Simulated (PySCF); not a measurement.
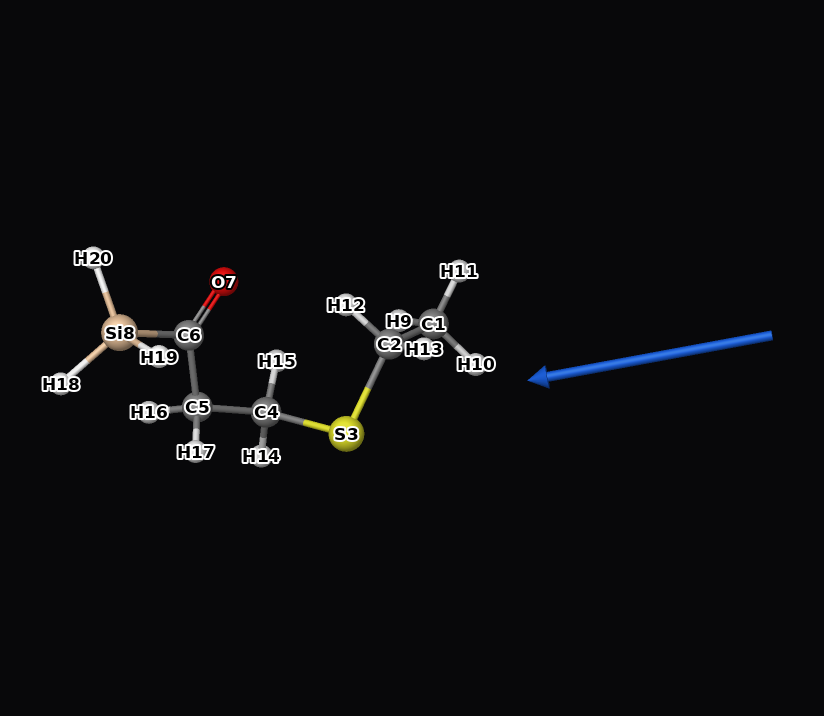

The arrow beside the molecule shows the direction of the dipole moment, from the negative to the positive end (its length means nothing). Computed geometry: GFN2-xTB optimisation. No frequency run is at hand to confirm it as a minimum. Properties computed with PBE0/pcSseg-1, gas phase (PySCF 2.14.0).

Question: Estimate the dipole moment.

Answer: 1.78 D; it points from the side of H10, H11 to the side of H18 (the outermost atoms at the two ends).

The geometry is semi-empirical. Around Si such bond lengths and angles can be off by a tenth of an ångström or more and by several degrees, and values that hang on the shape move with them.
